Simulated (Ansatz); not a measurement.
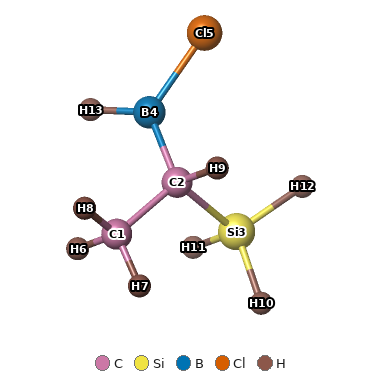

The system is C2H8BClSi, SMILES CC([SiH3])BCl; the picture shows the reference structure. Coordinates scanned: (1) dihedral C1–C2–B4–Cl5; (2) dihedral H6–C1–C2–Si3. Nothing is relaxed (all other coordinates rigid). Grid: 15 × 15 points. Points are written as (first, second). Energies: eV, counted from the lowest grid point. Level of theory: Ansatz, RKS PBE0-D4/def2-SVP.

Its coordinates:

```xyz
13

C    -0.6898   -0.9027    1.0745
C    -0.2464    0.3406    0.2948
Si    1.5223    0.0946   -0.3870
B    -1.1026    0.6848   -0.9434
Cl   -1.1575    2.3207   -1.5878
H    -0.7801   -1.7794    0.4137
H     0.0177   -1.1654    1.8767
H    -1.6742   -0.7492    1.5432
H    -0.1343    1.2248    0.9485
H     2.3964   -0.3445    0.7444
H     1.5372   -0.9700   -1.4372
H     2.0529    1.3622   -0.9678
H    -1.7211   -0.1513   -1.5579
```

Range: dihedral C1–C2–B4–Cl5 from −180 to 156°; dihedral H6–C1–C2–Si3 from −155.0 to 25.0°.

> What landscape does the calculation give?

The lowest grid point is at (−12°, −65.0°). The energy also falls towards the edge at (−12°, −155.0°) (0.039 eV above the lowest) and (156°, −155.0°) (0.058 eV above the lowest), where a further well may lie outside the range. There is a further well near (156°, −65.0°) (0.009 eV above the lowest at that grid point). The highest grid point, (−108°, −0.7°), lies 0.516 eV above the lowest. On the interpolated surface the easiest way out of the lowest well to the well at (156°, −65.0°) passes a barrier of about 0.29 eV.

```csv
"dihedral H6–C1–C2–Si3 ↓, dihedral C1–C2–B4–Cl5 →",−180,−156,−132,−108,−84,−60,−36,−12,12,36,60,84,108,132,156
25.0,0.112,0.257,0.399,0.473,0.391,0.209,0.088,0.068,0.130,0.247,0.345,0.340,0.236,0.116,0.061
12.1,0.138,0.281,0.425,0.504,0.428,0.247,0.120,0.099,0.161,0.276,0.378,0.380,0.277,0.153,0.093
−0.7,0.151,0.291,0.434,0.516,0.445,0.266,0.135,0.109,0.173,0.286,0.390,0.399,0.300,0.175,0.111
−13.6,0.145,0.281,0.421,0.502,0.434,0.260,0.127,0.095,0.160,0.273,0.376,0.389,0.295,0.172,0.106
−26.4,0.121,0.256,0.393,0.470,0.401,0.229,0.100,0.063,0.127,0.242,0.342,0.354,0.264,0.145,0.082
−39.3,0.091,0.228,0.363,0.434,0.360,0.189,0.065,0.028,0.091,0.207,0.303,0.310,0.221,0.106,0.048
−52.1,0.068,0.208,0.342,0.409,0.329,0.156,0.037,0.004,0.066,0.184,0.277,0.276,0.184,0.073,0.020
−65.0,0.061,0.204,0.341,0.405,0.320,0.144,0.027,0.000,0.063,0.183,0.273,0.266,0.170,0.058,0.009
−77.9,0.073,0.219,0.359,0.425,0.339,0.158,0.041,0.019,0.082,0.202,0.294,0.284,0.183,0.069,0.019
−90.7,0.099,0.246,0.389,0.460,0.375,0.192,0.072,0.053,0.115,0.235,0.331,0.323,0.218,0.099,0.046
−103.6,0.128,0.273,0.418,0.494,0.415,0.231,0.106,0.086,0.150,0.266,0.367,0.365,0.260,0.137,0.079
−116.4,0.146,0.288,0.433,0.513,0.439,0.258,0.128,0.105,0.169,0.284,0.387,0.392,0.291,0.165,0.103
−129.3,0.147,0.285,0.427,0.508,0.438,0.261,0.129,0.099,0.165,0.278,0.381,0.392,0.296,0.171,0.107
−142.1,0.129,0.265,0.403,0.481,0.411,0.238,0.108,0.073,0.138,0.253,0.353,0.364,0.272,0.152,0.089
−155.0,0.101,0.237,0.372,0.444,0.371,0.200,0.075,0.039,0.103,0.219,0.315,0.322,0.232,0.117,0.058
```

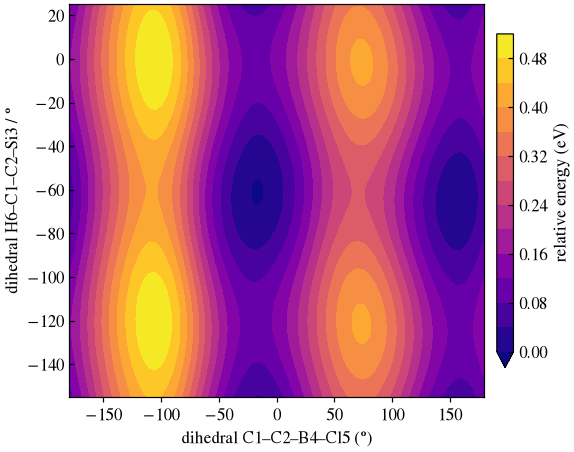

In the figure: filled contours. Between grid points the surface is interpolated.

The whole map (225 points run) took 44 min on 1 thread of Arm Neoverse N1, with other jobs on the host.
